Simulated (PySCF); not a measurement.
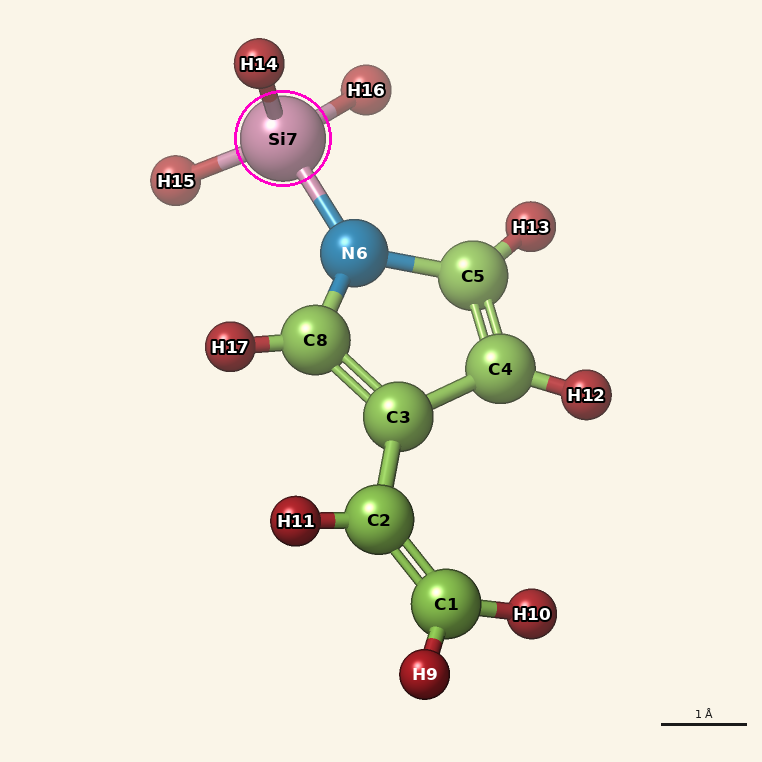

Orthographic view. Depth is shown by fading: the farther an atom, the more it takes the colour of the background. Geometry: a frame of a GFN2-xTB molecular-dynamics simulation, not a minimum.

**Which atoms are bonded to the circled atom?**

The circled atom is Si7; it is bonded to N6, H14, H15, H16.

**What is the shortest path along bonds from the circled atom to C3?**

Si7–N6–C8–C3, 3 bonds; through space the two are 3.95 Å apart.

**Which two atoms are farthest apart in space?**

H9 and H16, 8.05 Å.

**Of Si7 and H14, which is nearer the viewer?**

H14; the bond to Si7 points away from the viewer, so it looks shorter than its 1.47 Å.
